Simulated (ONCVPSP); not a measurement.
# Pb: pseudopotential generation

Lead (Pb, Z = 82), core [Xe] 4f14, reference valence 5d10 6s2 6p1 (an ion of charge +1), valence charge 14. Computed at this level: ONCV potential, BLYP, scalar-relativistic, made with ONCVPSP 4.0.1.

The input:
```
# ATOM AND REFERENCE CONFIGURATION
# atsym  z   nc   nv     iexc    psfile
  Pb 82.00   12    3  -106131      upf
#
#   n    l    f
    1    0    2.00
    2    0    2.00
    2    1    6.00
    3    0    2.00
    3    1    6.00
    3    2   10.00
    4    0    2.00
    4    1    6.00
    4    2   10.00
    4    3   14.00
    5    0    2.00
    5    1    6.00
    5    2   10.00
    6    0    2.00
    6    1    1.00
#
# PSEUDOPOTENTIAL AND OPTIMIZATION
# lmax
    2
#
#   l,   rc,      ep,       ncon, nbas, qcut
    0    1.60    0.00    3    6    3.20
    1    2.10    0.00    3    6    3.30
    2    1.30    0.00    3    6    6.50
#
# LOCAL POTENTIAL
# lloc, lpopt,  rc(5),   dvloc0
    4    5    1.05    3.00
#
# VANDERBILT-KLEINMAN-BYLANDER PROJECTORs
# l, nproj, debl
    0    2    3.10
    1    2    0.60
    2    2    2.50
#
# MODEL CORE CHARGE
# icmod, fcfact, rcfact
    3    5.00    1.10
#
# LOG DERIVATIVE ANALYSIS
# epsh1, epsh2, depsh
   -3.00    5.00    0.02
#
# OUTPUT GRID
# rlmax, drl
    6.00    0.01
#
# TEST CONFIGURATIONS
# ncnf
    4
# nvcnf
#   n    l    f
    3
    5    2   10.00
    6    0    2.00
    6    1    2.00
#
    3
    5    2   10.00
    6    0    2.00
    6    1    0.00
#
    3
    5    2   10.00
    6    0    1.00
    6    1    0.00
#
    3
    5    2   10.00
    6    0    1.00
    6    1    3.00
#
```

Hardware: 1 CPU thread, shared host.

Command:
```bash
oncvpsp.x < Pb.dat > Pb.out
```

Log (extracts):
```
ONCVPSP  (Optimized Norm-Conservinng Vanderbilt PSeudopotential)
scalar-relativistic version 4.0.1

#   n    l    f        energy (Ha)
    1    0    2.00    -3.2396162E+03
    2    0    2.00    -5.7966787E+02
    2    1    6.00    -4.9717327E+02
    3    0    2.00    -1.3935325E+02
    3    1    6.00    -1.1570703E+02
    3    2   10.00    -9.1613409E+01
    4    0    2.00    -3.1754932E+01
    4    1    6.00    -2.4007874E+01
    4    2   10.00    -1.5049791E+01
    4    3   14.00    -5.1589831E+00
    5    0    2.00    -5.5760377E+00
    5    1    6.00    -3.4298362E+00
    5    2   10.00    -1.0520803E+00
    6    0    2.00    -7.0459491E-01
    6    1    1.00    -3.6225477E-01

Reference configufation results
  iterations    27
  all-electron total energy (Ha)   -2.08827355D+04

Begin loop to  construct optimized pseudo wave functions
and semi-local pseudopoentials for all angular momenta

   Wellstate for l =  0  n =  8
     eigenvalue =   2.3954
     asymptotic potential =   2.8954
     half-point radius =  3.3611

Calculating optimized projector #   1

 for l=   0

    Fraction of norm inside rc  0.177477
    Optimizing pswf for qcut=   3.19 a_B^-1,  ecut=   5.09 Ha
    Residual kinetic energy error=  6.73D-03 Ha

    Energy error per electron        Cutoff
         Ha          eV             Ha
         0.01000     0.27211        4.47
         0.00100     0.02721       34.03
         0.00010     0.00272       45.37
         0.00001     0.00027      100.60

Calculating optimized projector #   2

 for l=   0

    Fraction of norm inside rc  0.077704
    Optimizing pswf for qcut=   3.19 a_B^-1,  ecut=   5.09 Ha
    Residual kinetic energy error=  1.33D-01 Ha

    Energy error per electron        Cutoff
         Ha          eV             Ha
         0.01000     0.27211       33.52
         0.00100     0.02721       63.61
         0.00010     0.00272       73.57
         0.00001     0.00027      100.48

   Wellstate for l =  1  n =  7
     eigenvalue =   0.2377
     asymptotic potential =   0.7377
     half-point radius =  5.5652

Calculating optimized projector #   1

 for l=   1

    Fraction of norm inside rc  0.190216
    Optimizing pswf for qcut=   3.30 a_B^-1,  ecut=   5.44 Ha
    Residual kinetic energy error=  6.66D-04 Ha

    Energy error per electron        Cutoff
         Ha          eV             Ha
         0.01000     0.27211        2.00
         0.00100     0.02721        5.10
         0.00010     0.00272       11.12
         0.00001     0.00027       21.14

Calculating optimized projector #   2

 for l=   1

    Fraction of norm inside rc  0.131008
    Optimizing pswf for qcut=   3.30 a_B^-1,  ecut=   5.44 Ha
    Residual kinetic energy error=  2.10D-03 Ha

    Energy error per electron        Cutoff
         Ha          eV             Ha
         0.01000     0.27211        3.10
         0.00100     0.02721       11.70
         0.00010     0.00272       35.12
         0.00001     0.00027       63.79

   Wellstate for l =  2  n =  7
     eigenvalue =   1.4479
     asymptotic potential =   1.9479
     half-point radius =  3.8043

Calculating optimized projector #   1

 for l=   2

    Fraction of norm inside rc  0.567215
    Optimizing pswf for qcut=   6.51 a_B^-1,  ecut=  21.17 Ha
    Residual kinetic energy error=  3.74D-03 Ha

    Energy error per electron        Cutoff
         Ha          eV             Ha
         0.01000     0.27211       19.08
         0.00100     0.02721       30.05
         0.00010     0.00272       68.54
         0.00001     0.00027      103.38

Calculating optimized projector #   2

 for l=   2

    Fraction of norm inside rc  0.053378
    Optimizing pswf for qcut=   6.51 a_B^-1,  ecut=  21.17 Ha
    Residual kinetic energy error=  1.59D-03 Ha

    Energy error per electron        Cutoff
         Ha          eV             Ha
         0.01000     0.27211       16.92
         0.00100     0.02721       22.04
         0.00010     0.00272       36.95
         0.00001     0.00027       72.49

Construct Vanderbilt / Kleinmman-Bylander projectors

B matrix Hermiticity error, ll=   0
   1   2   -2.5118E-04

  Orthonormal projector coefficients  2.8619E+01  4.4433E+00

B matrix Hermiticity error, ll=   1
   1   2    2.8813E-05

  Orthonormal projector coefficients  8.9519E+00  1.8086E+00

B matrix Hermiticity error, ll=   2
   1   2   -3.4308E-04

  Orthonormal projector coefficients  6.5870E+00  9.6987E-01

Model core correction analysis
  based on d2Exc/dn_idn_j

d2excae - all-electron derivatives

   -1.871236D-02   -8.982953D-03   -4.476254D-03
   -8.982583D-03   -2.197788D-02   -1.873826D-02
   -4.475722D-03   -1.873641D-02   -2.360736D-02

d2excps - pseudofunction derivatives with no core correction

   -2.906615D-02   -1.134874D-02   -5.310963D-03
   -1.134834D-02   -2.333356D-02   -1.961153D-02
   -5.310424D-03   -1.960975D-02   -2.410544D-02

rms 2nd derivative error    3.702843E-03

rmatch, rhocmatch    1.0663    8.8241

Teter function model core charge with specified parameters

d2excps - pseudofunction derivatives with core correction

   -2.488397D-02   -1.104014D-02   -5.242313D-03
   -1.103972D-02   -2.322631D-02   -1.956865D-02
   -5.241765D-03   -1.956687D-02   -2.408928D-02

rms 2nd derivative error    2.378054E-03

Pseudoatom total energy  -59.912676

Diagnostic tests using Vanderbilt-Kleinman-Bylander pseudopotentials
  1 or more projectors used as specified by nproj input data

   l    rcore       rmatch      e in        delta e   norm test  slope test

   0   1.6015627   1.6501896  -0.7045949  -0.0000687   0.9999737   1.0003314
   0   1.6015627   1.6501896   2.3954051   0.0000233   1.0003750   1.0003750

   1   2.1088760   2.1729061  -0.3622548  -0.0000077   0.9999623   1.0000762
   1   2.1088760   2.1729061   0.2377452   0.0002164   0.9999648   0.9999648

   2   1.3068104   1.3464880  -1.0520803  -0.0000314   1.0001643   1.0001482
   2   1.3068104   1.3464880   1.4479196   0.0000048   1.0005057   1.0005057

 Testing for bound ghosts
   n   l    E NL Schr. Eq   E Basis Diag.   E Cutoff

       0                       -3.211279     72.16  WARNING - GHOST(-)
   1   0       -0.704664       -0.692659     72.16

       1                       -2.537503     34.16  WARNING - GHOST(-)
   2   1       -0.362262       -0.353097     34.16

   3   2       -1.052112       -1.049535    107.64

 Testing for highly-localized positive-energy ghosts
       l    <radius>/rc     E Basis Diag.   E Cutoff

       0        0.659136        5.206588     72.16  WARNING - GHOST(+)

       0        0.993314       23.319928     72.16  WARNING - GHOST(+)

Test configuration 0

   n   l     f        eae           eps        diff
   1   0  2.0000-3239.61620182
   2   0  2.0000 -579.66787177
   2   1  6.0000 -497.17327336
   3   0  2.0000 -139.35324945
   3   1  6.0000 -115.70702612
   3   2 10.0000  -91.61340874
   4   0  2.0000  -31.75493204
   4   1  6.0000  -24.00787436
   4   2 10.0000  -15.04979083
   4   3 14.0000   -5.15898307
   5   0  2.0000   -5.57603771
   5   1  6.0000   -3.42983619
   5   2 10.0000   -1.05208035   -1.05211174   -3.14D-05
   6   0  2.0000   -0.70459491   -0.70466365   -6.87D-05
   6   1  1.0000   -0.36225477   -0.36226243   -7.66D-06

    Total energies and differences
      AE_ref= -2.08827355D+04  AE_tst= -2.08827355D+04  dif=  0.00D+00
      PS_ref= -5.99126762D+01  PS_tst= -5.99126762D+01  dif=  7.11D-15
      PSP excitation error= -7.11D-15

Test configuration 1

   n   l     f        eae           eps        diff
   1   0  2.0000-3239.33126149
   2   0  2.0000 -579.38388495
   2   1  6.0000 -496.88920971
   3   0  2.0000 -139.06944955
   3   1  6.0000 -115.42321724
   3   2 10.0000  -91.32964519
   4   0  2.0000  -31.47121237
   4   1  6.0000  -23.72416351
   4   2 10.0000  -14.76610939
   4   3 14.0000   -4.87533159
   5   0  2.0000   -5.29263128
   5   1  6.0000   -3.14636996
   5   2 10.0000   -0.76994553   -0.77111292   -1.17D-03
   6   0  2.0000   -0.43927744   -0.43943780   -1.60D-04
   6   1  2.0000   -0.12586327   -0.12587755   -1.43D-05

    Total energies and differences
      AE_ref= -2.08827355D+04  AE_tst= -2.08829758D+04  dif= -2.40D-01
      PS_ref= -5.99126762D+01  PS_tst= -6.01530277D+01  dif= -2.40D-01
      PSP excitation error=  1.29D-04

Test configuration 2

   n   l     f        eae           eps        diff
   1   0  2.0000-3239.95403149
   2   0  2.0000 -580.00377765
   2   1  6.0000 -497.50932607
   3   0  2.0000 -139.68870239
   3   1  6.0000 -116.04249438
   3   2 10.0000  -91.94880172
   4   0  2.0000  -32.09013093
   4   1  6.0000  -24.34304079
   4   2 10.0000  -15.38488426
   4   3 14.0000   -5.49399101
   5   0  2.0000   -5.91018385
   5   1  6.0000   -3.76383782
   5   2 10.0000   -1.38299058   -1.38096360    2.03D-03
   6   0  2.0000   -1.00895531   -1.00870716    2.48D-04

    Total energies and differences
      AE_ref= -2.08827355D+04  AE_tst= -2.08822396D+04  dif=  4.96D-01
      PS_ref= -5.99126762D+01  PS_tst= -5.94165351D+01  dif=  4.96D-01
      PSP excitation error= -1.92D-04

Test configuration 3

   n   l     f        eae           eps        diff
   1   0  2.0000-3240.39897662
   2   0  2.0000 -580.44455129
   2   1  6.0000 -497.95020426
   3   0  2.0000 -140.12920028
   3   1  6.0000 -116.48299419
   3   2 10.0000  -92.38911585
   4   0  2.0000  -32.53030770
   4   1  6.0000  -24.78309798
   4   2 10.0000  -15.82472252
   4   3 14.0000   -5.93362100
   5   0  2.0000   -6.34746272
   5   1  6.0000   -4.19998479
   5   2 10.0000   -1.80927369   -1.80526728    4.01D-03
   6   0  1.0000   -1.38142325   -1.38025983    1.16D-03

    Total energies and differences
      AE_ref= -2.08827355D+04  AE_tst= -2.08810465D+04  dif=  1.69D+00
      PS_ref= -5.99126762D+01  PS_tst= -5.82236561D+01  dif=  1.69D+00
      PSP excitation error=  5.38D-06

Test configuration 4

   n   l     f        eae           eps        diff
   1   0  2.0000-3239.39850628
   2   0  2.0000 -579.44988977
   2   1  6.0000 -496.95513346
   3   0  2.0000 -139.13593181
   3   1  6.0000 -115.48968655
   3   2 10.0000  -91.39601620
   4   0  2.0000  -31.53790293
   4   1  6.0000  -23.79081594
   4   2 10.0000  -14.83268571
   4   3 14.0000   -4.94188106
   5   0  2.0000   -5.35892534
   5   1  6.0000   -3.21235467
   5   2 10.0000   -0.83171534   -0.83380956   -2.09D-03
   6   0  1.0000   -0.47987134   -0.48009542   -2.24D-04
   6   1  3.0000   -0.15083576   -0.15080116    3.46D-05

    Total energies and differences
      AE_ref= -2.08827355D+04  AE_tst= -2.08826544D+04  dif=  8.11D-02
      PS_ref= -5.99126762D+01  PS_tst= -5.98314379D+01  dif=  8.12D-02
      PSP excitation error= -1.40D-04
```

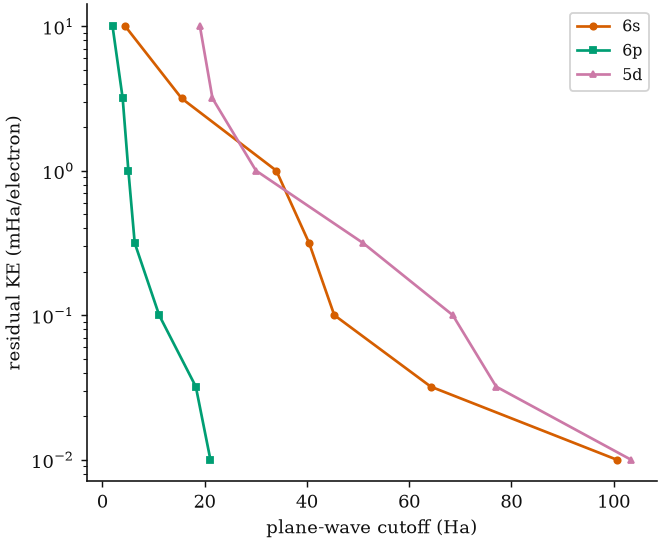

Figure 1. Residual kinetic energy of the pseudo-waves (the first of each channel, and further valence shells) beyond the plane-wave cutoff, as the generator prints it.

- Cutoffs for 1 mHa per electron: 6s: 34 Ha; 5d: 30 Ha; 6p: 5.1 Ha.
- Cutoffs for the occupied states: 34 Ha for 1 mHa and 69 Ha for 0.1 mHa per electron. The first is set by 6s. The potential isn't sound: its ghost test gives GHOST(-) flagged for s at -87.4 eV, p at -69.0 eV; GHOST(+) flagged for s at 141.7 eV (flags above 300 eV left out).

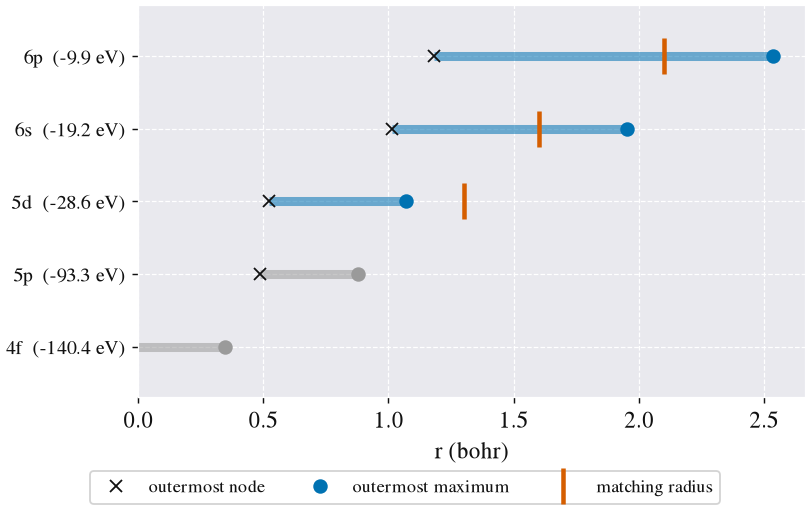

Figure 2. Outer shells of the all-electron reference atom: each bar runs from the outermost node (or the nucleus) to the outermost maximum of u(r); the tick is the radius chosen for the pseudo-wave. Shells without a tick have no pseudo-wave of their own. Levels, nodes and maxima are from ld1.x, scalar-relativistic.

- Radii against the shells: 5d: 1.30 bohr, outside the maximum; 6s: 1.60 bohr, between node and maximum; 6p: 2.10 bohr, between node and maximum.

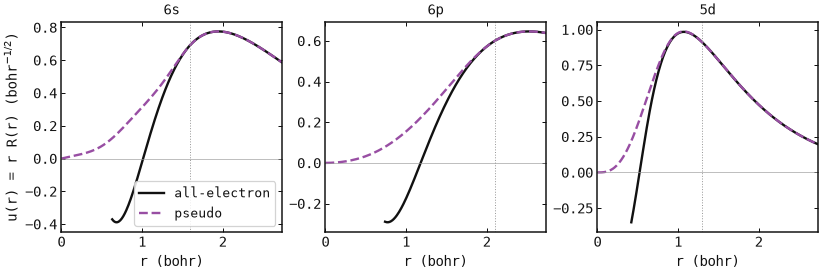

Figure 3. All-electron valence functions (solid) with their pseudo partners (dashed). Dotted lines mark the matching radii. The innermost oscillations of some all-electron curves aren't drawn. Pseudo-waves: 6s has no node; 6p has no node; 5d has no node.

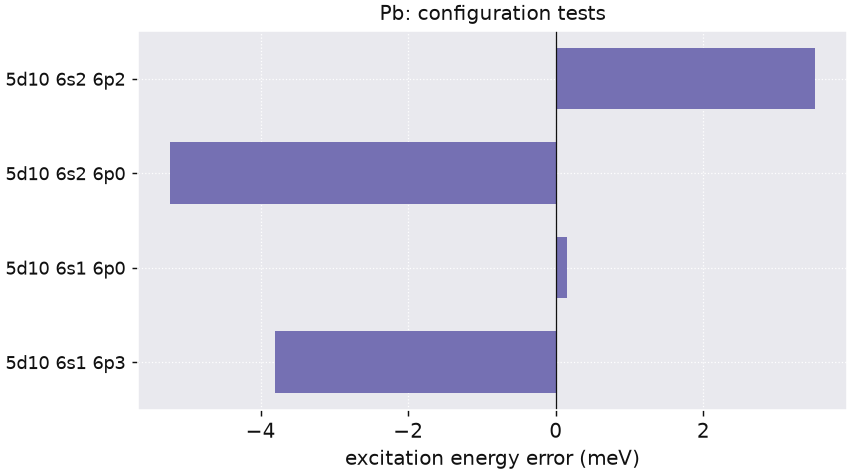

Figure 4. Errors, all-electron minus pseudo, of the energies of valence configurations relative to the unpolarised reference 5d10 6s2 6p1.

- Worst configuration: 5d10 6s2 6p0 (charge +2): the error is -5.2 meV on an all-electron energy of +13.50 eV relative to the reference, or 0.039 %.
- Errors in meV: 5d10 6s2 6p2: +3.5; 5d10 6s2 6p0: -5.2; 5d10 6s1 6p0: +0.1; 5d10 6s1 6p3: -3.8.

Key numbers:

- outcome: generated, with a ghost state
- cutoffs needed: 34 Ha and 69 Ha (the cutoffs at which the residual kinetic energy of the hardest occupied pseudo-wave falls to 1 and 0.1 mHa per electron)
- ghost test: GHOST(-) flagged for s at -87.4 eV, p at -69.0 eV; GHOST(+) flagged for s at 141.7 eV (flags above 300 eV left out)
- largest excitation error: -5.2 meV (all-electron minus pseudo) for 5d10 6s2 6p0, out of 4 test configurations
- rms error of d²Exc/dni dnj: 3.70 mHa without and 2.38 mHa with the model core
- range over which the phases arctan(r R′/R) at the test radius agree within 0.05 rad (a looser test near the poles than one of phase shifts): s: between about -2.7 and 4.7 Ha; p: between about -2.5 and 2.7 Ha; d: over the whole range computed; f: not judged, local potential alone
- wall time: 4.3 s

Notes:

The potential has a bound ghost state, so it can't be used as it stands. The scattering phases part by more than π/2 and stay apart in p from about 3.5 Ha: a level there is either far displaced or one that only the pseudo-atom has.
